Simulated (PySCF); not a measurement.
# C5H12OSi: NMR shifts and electronic excitations in gas and solvents

Aim: compute the NMR shifts and electronic excitations of C5H12OSi (`CO[C@H]1CCC[SiH2]1`), and see what a dielectric continuum does where one was used.

Programs: PySCF 2.14.0, with density-fitted response routines of our own. Each step states its level of theory. These are calculated values for one molecule, in the gas phase or a continuum, unless marked as measured. Atoms count from 0, in the outputs and in this text.

### Step 1. Starting geometry

19 atoms, charge 0, multiplicity 1; geometry from: GFN2-xTB.

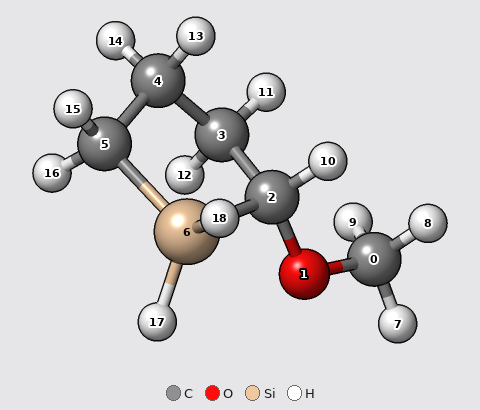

As it starts; carbon grey, oxygen red, silicon light orange, hydrogen white, atoms numbered; sticks join atoms by distance.

### Step 2. Relaxing the molecule at PBE0-D3(BJ)/def2-SVP

The job: settings as JSON, then the geometry in Å.

```
{"job": {"xc": "PBE0", "basis": "def2-SVP", "d3": "d3bj", "grid": 1, "kind": "geom"}, "charge": 0, "multiplicity": 1}
C      2.768208    -0.531255     0.105111
O      1.502577    -1.048591     0.423553
C      0.488613    -0.069377     0.575559
C      0.072942     0.609298    -0.739423
C     -1.354922     1.120987    -0.575027
C     -2.222462    -0.028217    -0.049780
Si    -1.104419    -0.937559     1.203095
H      3.465452    -1.367184     0.142603
H      3.075724     0.232060     0.832079
H      2.789931    -0.088797    -0.897749
H      0.842799     0.701381     1.279219
H      0.749085     1.422263    -1.014248
H      0.100567    -0.142815    -1.531585
H     -1.357893     1.938959     0.149368
H     -1.738512     1.511615    -1.520081
H     -3.156765     0.347798     0.362864
H     -2.487684    -0.688954    -0.876246
H     -1.036078    -2.382337     1.010806
H     -1.406967    -0.590026     2.595670
```

Run with:

```sh
OMP_NUM_THREADS=1 python probes_run.py task.json out
```

This one command runs all jobs of the session in turn.

Output:

```text
step   0  E = -561.73249790  max force = 0.018498
step   1  E = -561.73524569  max force = 0.003045
step   2  E = -561.73532696  max force = 0.001033
step   3  E = -561.73533540  max force = 0.000275
optimisation converged
```

It took 75 s on 1 thread of Arm Neoverse N1, shared host; peak memory 0.67 GiB.

Relaxation path:

```
step  energy from step 0 (eV)  largest force component (eV/Å)
   0                   0.0000                          0.9512
   1                  -0.0748                          0.1566
   2                  -0.0770                          0.0531
   3                  -0.0772                          0.0141
```

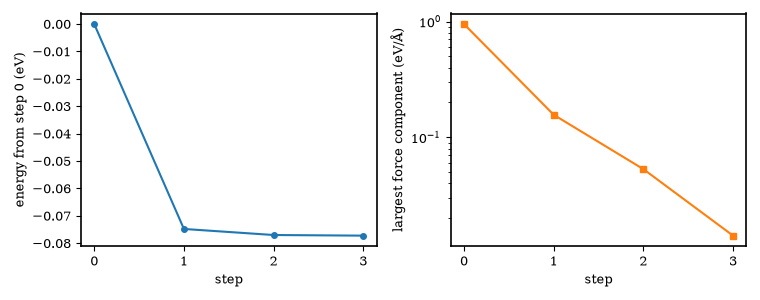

Energy and force, step by step.

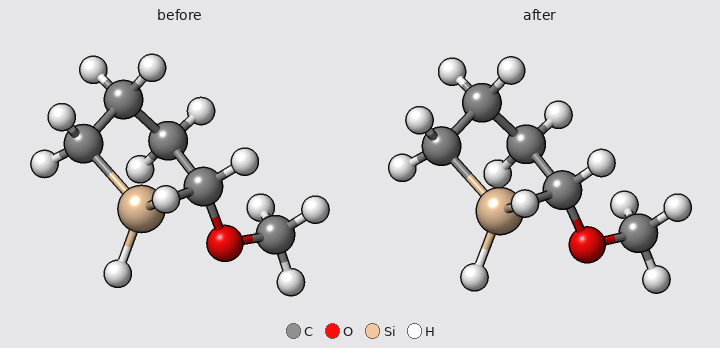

The geometry before (left) and after (right).

Close pairs (by a distance rule), those that changed most:

```
   bond  before (Å)  after (Å)  change (Å)
Si6–H17       1.459      1.493      +0.034
Si6–H18       1.467      1.496      +0.029
  O1–C2       1.418      1.403      -0.015
 C5–Si6       1.910      1.897      -0.013
 C3–H12       1.093      1.105      +0.012
 C4–H13       1.093      1.105      +0.012
 C5–H16       1.091      1.103      +0.012
 C5–H15       1.088      1.100      +0.012
```

The final coordinates are the input of the step that follows.

```
                         at the end point                value
  point group (found at 0.08 Å tolerance)                   C1
rotational constants (GHz, main isotopes)  3.795, 1.536, 1.177
                        dipole moment (D)                 1.62
```

### Step 3. Shielding tensors: PBE0/pcSseg-1 in chloroform

The job: settings as JSON, then the geometry in Å.

```
{"job": {"kind": "nmr", "xc": "PBE0", "basis": "pcSseg-1", "solvent": "chloroform", "pop": true}, "charge": 0, "multiplicity": 1}
C      2.868879    -0.608085     0.099742
O      1.632695    -1.187876     0.385715
C      0.576567    -0.272221     0.504410
C      0.140810     0.399095    -0.810563
C     -1.286290     0.921052    -0.637449
C     -2.173758    -0.217205    -0.103167
Si    -1.033488    -1.117116     1.116584
H      3.626683    -1.404066     0.122936
H      3.144637     0.161126     0.849091
H      2.897467    -0.133127    -0.899450
H      0.847214     0.526125     1.231000
H      0.825645     1.204306    -1.123613
H      0.162961    -0.371263    -1.602555
H     -1.279610     1.754642     0.087601
H     -1.673937     1.339832    -1.580127
H     -3.118694     0.145682     0.327240
H     -2.437651    -0.908194    -0.921448
H     -1.002388    -2.600103     0.944918
H     -1.327798    -0.805992     2.550170
```

Method: GIAO PBE0/pcSseg-1 NMR shielding, non-relativistic, IEF-PCM chloroform.

Output:

```text
coarse grid: 15584 points
cycle   1  E = -561.8469469006  dE =  6.324e-01  |g| = 5.670e-01  |ddm| = 3.736e+00
cycle   2  E = -561.8024026225  dE =  4.454e-02  |g| = 7.546e-01  |ddm| = 1.111e+00
cycle   3  E = -561.9141190422  dE = -1.117e-01  |g| = 6.667e-02  |ddm| = 6.857e-01
cycle   4  E = -561.9146771822  dE = -5.581e-04  |g| = 3.357e-02  |ddm| = 6.095e-02
cycle   5  E = -561.9149283322  dE = -2.511e-04  |g| = 6.123e-03  |ddm| = 3.091e-02
cycle   6  E = -561.9149363489  dE = -8.017e-06  |g| = 1.577e-03  |ddm| = 6.300e-03
final grid: 143640 points
cycle   7  E = -561.9675364639  dE = -3.153e-05  |g| = 1.185e-02  |ddm| = 2.945e-02
cycle   8  E = -561.9675064372  dE =  3.003e-05  |g| = 1.720e-02  |ddm| = 2.033e-02
cycle   9  E = -561.9675655365  dE = -5.910e-05  |g| = 9.985e-04  |ddm| = 1.220e-02
cycle  10  E = -561.9675657397  dE = -2.032e-07  |g| = 2.320e-04  |ddm| = 1.038e-03
cycle  11  E = -561.9675657508  dE = -1.116e-08  |g| = 5.666e-05  |ddm| = 2.470e-04
cycle  12  E = -561.9675657514  dE = -6.198e-10  |g| = 2.210e-05  |ddm| = 5.890e-05
converged SCF energy = -561.9675657514

GIAO shielding tensors (ppm)
atom      isotropic    diamagn.    paramagn.     s11        s22        s33       span
  0 C      124.872     244.063    -119.191     87.933    104.453    182.230     94.298
  1 O      312.970     396.126     -83.156    272.405    316.149    350.357     77.952
  2 C      110.057     251.212    -141.155     71.926     91.079    167.167     95.242
  3 C      149.754     250.903    -101.149    134.186    156.566    158.509     24.324
  4 C      158.816     248.600     -89.785    136.596    168.955    170.896     34.300
  5 C      176.338     252.802     -76.463    161.240    170.824    196.951     35.711
  6 Si     379.161     879.884    -500.723    338.469    369.896    429.118     90.649
  7 H       27.643      27.366       0.278     23.600     24.975     34.355     10.755
  8 H       28.347      28.636      -0.289     24.714     25.858     34.468      9.754
  9 H       27.803      29.458      -1.655     23.519     26.097     33.792     10.273
 10 H       27.872      32.926      -5.054     25.230     28.518     29.870      4.640
 11 H       28.816      32.245      -3.429     23.477     28.544     34.428     10.951
 12 H       30.173      32.795      -2.623     26.280     29.297     34.941      8.661
 13 H       30.123      31.479      -1.356     25.589     28.098     36.682     11.093
 14 H       29.257      29.911      -0.655     23.634     27.215     36.920     13.286
 15 H       30.371      28.835       1.536     25.659     27.087     38.368     12.709
 16 H       30.391      30.073       0.318     26.202     27.374     37.597     11.395
 17 H       27.278      28.705      -1.427     24.112     25.267     32.455      8.343
 18 H       27.238      28.608      -1.370     23.940     24.931     32.843      8.902
```

Wall time 47 s (1 thread of Arm Neoverse N1, shared host); peak memory 0.98 GiB.

Shifts follow as δ = σ(reference) − σ, with reference shieldings (ppm) from runs at the same level and on the same kind of geometry: ¹H TMS 31.25, ¹³C TMS 185.2, ²⁹Si TMS 351.9, ¹⁷O H2O 341.0. The references are single molecules in the same continuum, so shifts against H2O, NH3, PH3, H3PO4 or CFCl3 are not on the usual liquid scales and can be off by tens of ppm. Atoms listed in one row are averaged.

```
     atoms                                                environment  σ (ppm)  δ (ppm)
        C2                                  sp3 CH bonded to O and Si    110.1     75.1
        C0                                  methyl carbon bonded to O    124.9     60.3
        C3                                          sp3 CH2 in a ring    149.8     35.4
        C4                                          sp3 CH2 in a ring    158.8     26.3
        C5                                       sp3 CH2 bonded to Si    176.3      8.8
       H18  hydrogen on a silicon bonded to 2 C, in a 5-membered ring    27.24     4.01
       H17  hydrogen on a silicon bonded to 2 C, in a 5-membered ring    27.28     3.97
       H10                   hydrogen on an sp3 CH bonded to O and Si    27.87     3.37
H7, H8, H9                    hydrogen on a methyl carbon bonded to O    27.93     3.32
       H11                           hydrogen on an sp3 CH2 in a ring    28.82     2.43
       H14                           hydrogen on an sp3 CH2 in a ring    29.26     1.99
       H13                           hydrogen on an sp3 CH2 in a ring    30.12     1.12
       H12                           hydrogen on an sp3 CH2 in a ring    30.17     1.07
       H15                        hydrogen on an sp3 CH2 bonded to Si    30.37     0.88
       H16                        hydrogen on an sp3 CH2 bonded to Si    30.39     0.86
        O1                                               ether oxygen    313.0     28.0
       Si6           silicon bonded to 2 C, 2 H, in a 5-membered ring    379.2    -27.3
```

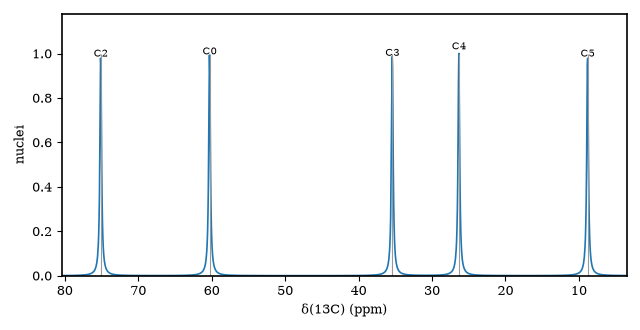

¹³C lines at the computed shifts, without couplings. Lines are broadened to a width of 0.27 ppm (Lorentzian).

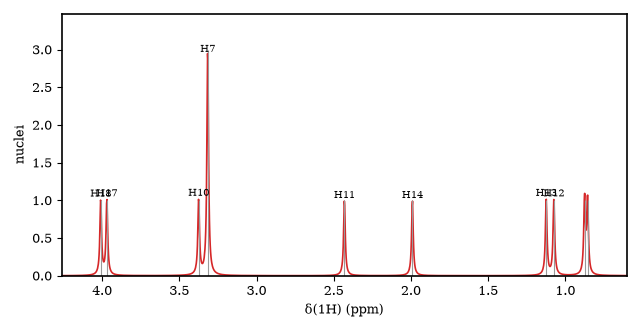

¹H lines at the computed shifts, without couplings. Lines are broadened to a width of 0.01 ppm (Lorentzian).

The run also stored atomic charges by several schemes (e):

```
atoms  Mulliken    IAO  Hirshfeld  ESP fit
   C0     -0.04  -0.20      -0.04    -0.07
   O1     -0.52  -0.40      -0.16    -0.43
   C2     -0.21  -0.17      -0.04     0.20
   C3     -0.23  -0.27      -0.08    -0.17
   C4     -0.24  -0.25      -0.06    -0.11
   C5     -0.53  -0.54      -0.16    -0.23
  Si6      0.69   0.74       0.33     0.33
```

Mulliken charges:

C0 -0.04; O1 -0.52; C2 -0.21; C3 -0.23; C4 -0.24; C5 -0.53; Si6 0.69; H7 0.12; H8 0.09; H9 0.10; H10 0.13; H11 0.14; H12 0.12; H13 0.13; H14 0.13; H15 0.15; H16 0.15; H17 -0.09; H18 -0.09

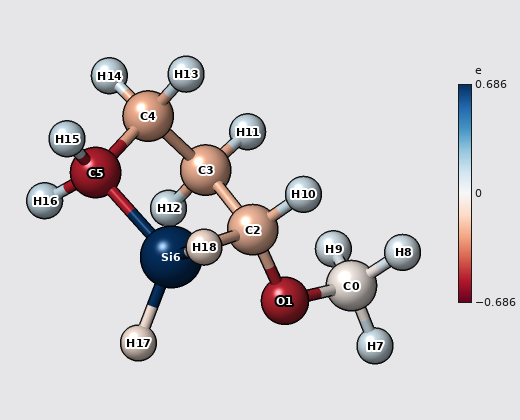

Mulliken charges, as colours on the atoms.

Mayer bond orders: C0–O1 0.94, O1–C2 0.89, C2–C3 1.01, C3–C4 1.03, C4–C5 1.02, C5–Si6 0.93, Si6–C2 0.86.

Ring of atoms C2, C3, C4, C5, Si6: NICS(0) -4.8, NICS(1) -3.9, NICS(1)zz -1.5 ppm (means of both faces).

[end of part 1 of 2]
